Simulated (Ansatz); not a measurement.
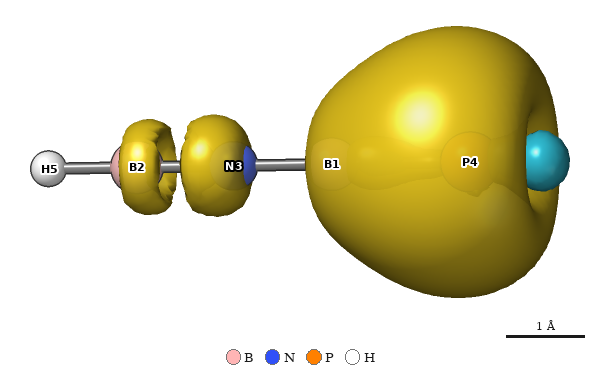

*B₂HNP (charge +1, triplet). Isosurfaces of the spin density (α minus β) at +0.02 (yellow) and −0.02 e/Å³ (cyan), seen from one side.*

Geometry: B3LYP-D3(BJ)/def2-SVP.

Level of theory: Ansatz 0.2.0, isolated molecule in a Gaussian basis; Kohn-Sham density functional theory, functional PBE0.

```xyz
5

B     0.0000    0.0000   -1.1677
B     0.0000    0.0000    1.4307
N     0.0000    0.0000    0.1438
P     0.0000    0.0000   -3.0169
H     0.0000    0.0000    2.6101
```

### Where is the unpaired spin?

The unpaired spin (2 electrons) lies mostly on P4 (about 1.6) and B1 (about 0.3), in electrons by Hirshfeld's partition.
